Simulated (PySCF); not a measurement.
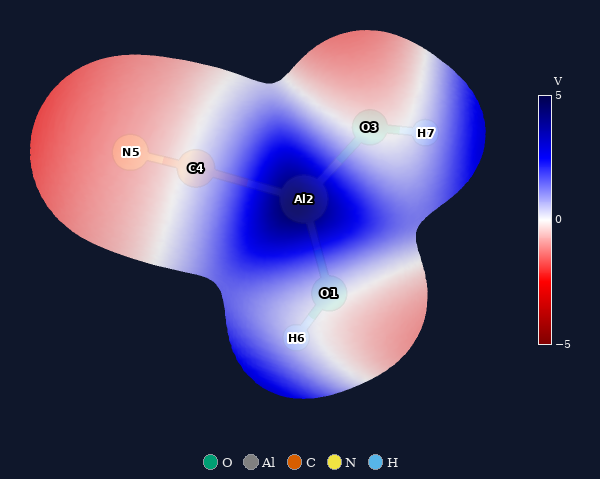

*CH2AlNO2 (SMILES N#[C][Al]([OH])[OH]). The molecular electrostatic potential painted on the density surface at 0.002 e/bohr³, seen at a tilt; red is negative and blue positive.*

Geometry: PBE0-D3(BJ)/def2-SVP.

All numbers below come from PBE0/pcSseg-2, SCF density, gas phase, non-relativistic in PySCF 2.14.0.

```xyz
7

O     0.8970    0.8607   -1.1338
Al    0.1334    0.0314    0.1194
O     0.8556   -0.2072    1.6189
C    -1.6359   -0.6983   -0.1137
N    -2.7014   -1.1224   -0.2942
H     0.5602    1.0610   -2.0076
H     1.7244    0.0880    1.8936
```

Question: Describe the electrostatic potential map.

Answer: The most negative region (about −1.7 V, or −39 kcal/mol for a unit charge) lies over N5, the most positive (about +4.4 V, or +101 kcal/mol for a unit charge) over Al2. N5 is the likeliest acceptor of a hydrogen bond.

Question: How polar is the molecule by this calculation?

Answer: Its dipole moment is 3.74 D.
